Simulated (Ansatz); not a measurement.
CH4BNOSi (SMILES O[SiH2]B1C=N1)

Input file:

```
crystal:
  periodic: [false, false, false]
  atoms:
    - { symbol: O, position_ang: [-0.3317, 0.2422, -2.1422] }
    - { symbol: Si, position_ang: [0.0948, -0.7949, -0.909] }
    - { symbol: B, position_ang: [0.4359, 0.2101, 0.698] }
    - { symbol: C, position_ang: [1.03352, 0.51111, 1.97173] }
    - { symbol: "N", position_ang: [0.1436, 1.35383, 1.5544] }
    - { symbol: H, position_ang: [-1.2717, 0.6307, -1.8746] }
    - { symbol: H, position_ang: [1.3389, -1.5087, -1.3193] }
    - { symbol: H, position_ang: [-0.9408, -1.7419, -0.6579] }
    - { symbol: H, position_ang: [1.8, 0.13334, 2.7659] }
basis:
  gaussian: { orbitals: def2-SVP }
hamiltonian:
  xc: pbe0
  dispersion: d4
relax:
  f_tol: 0.015
  max_steps: 40
output:
  orbitals: {}
```

Launched as:

```sh
ansatz run input.yaml --threads 2 --pin off --max-ram 3072MiB --backend cpu --events-out ev --progress --plain --runs-dir out
```

The fields are those of the run's last geometry, not of the input's.

All numbers below come from Ansatz, RKS PBE0-D4/def2-SVP.

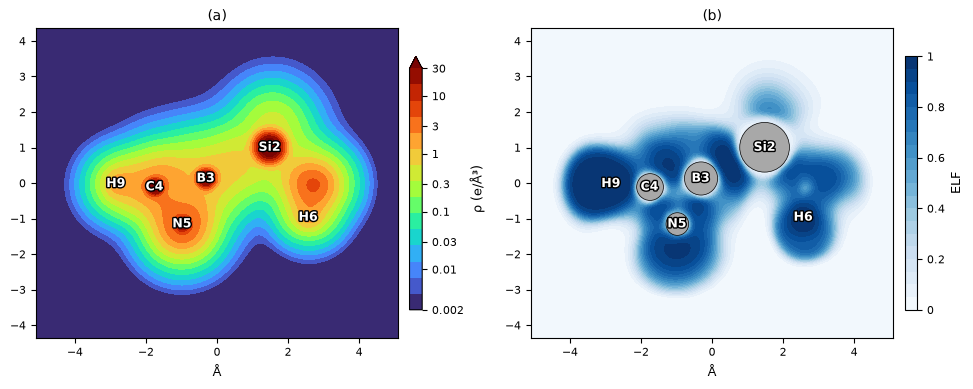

Figure 1. (a) total electron density; (b) ELF on the plane of atoms Si2, B3 and C4. Grey discs cover the atomic cores in the ELF map.

Q: Read the bonding off the picture.

A:
- The section cuts through Si, B, C, N and H sites.
- C–N (1.30 Å): the density is about 2.7 e/Å³ at the midpoint; the ELF peaks at about 0.85 between the atoms (localised, covalent bonding).
- B–N (1.45 Å): ρ at the midpoint is about 1.8 e/Å³; the ELF peaks at about 0.85 between the atoms (a shared but strongly polarised pair).
- C–B (1.46 Å): ρ is about 1.5 e/Å³ halfway; the ELF peaks at about 0.80 between the atoms: a covalent bond.
- Si–B (1.99 Å): ρ is about 0.8 e/Å³ halfway; the ELF peaks at about 1 between the atoms, as expected for a covalent bond.
- C–H (1.10 Å): ρ is about 1.9 e/Å³ halfway; the ELF climbs to about 1 towards the hydrogen, as it does in any bond to H (an ordinary covalent bond to hydrogen).
- The ELF also peaks beside N5 and O1, away from the bonds: lone-pair regions.

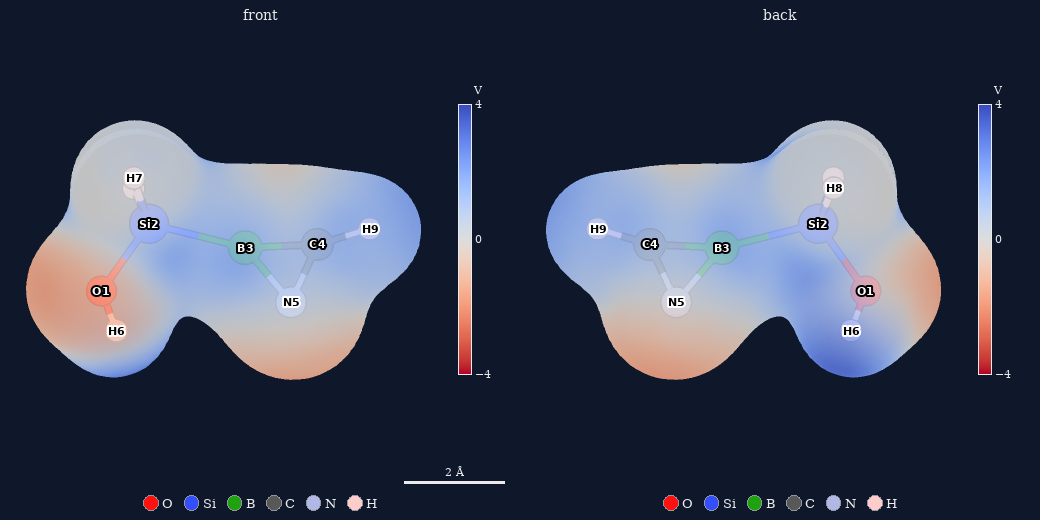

Figure 2. The molecular electrostatic potential painted on the density surface at 0.004 e/bohr³, seen from the front and from behind; the colour scale runs from red (negative) to blue (positive).

Q: Where is the surface potential most negative and most positive?

A: The most negative region (about −1.7 V) lies over O1 and N5, the most positive (about +3.2 V) over H6.

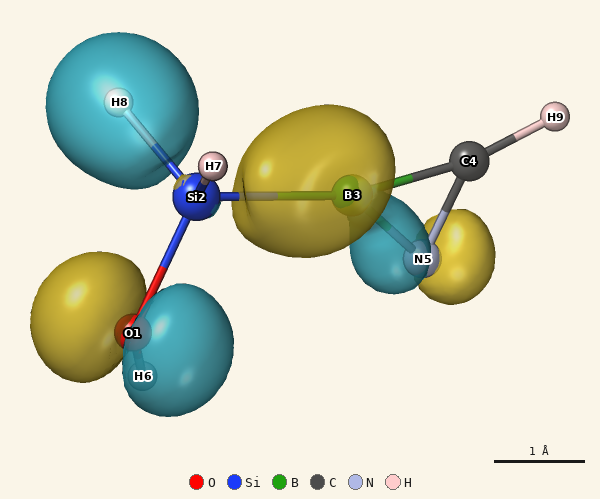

Figure 3. The HOMO−1 at ±0.15 Å⁻³ᐟ² (yellow and cyan are the two phases), seen at a tilt.

Q: Where does this orbital lie, and at what energy?

A: By Hirshfeld shares it lies mainly on O1 (about 35 %), Si2 (about 20 %), H8 (about 15 %), B3 (about 15 %) and N5 (about 5 %). Its energy is −8.43 eV.
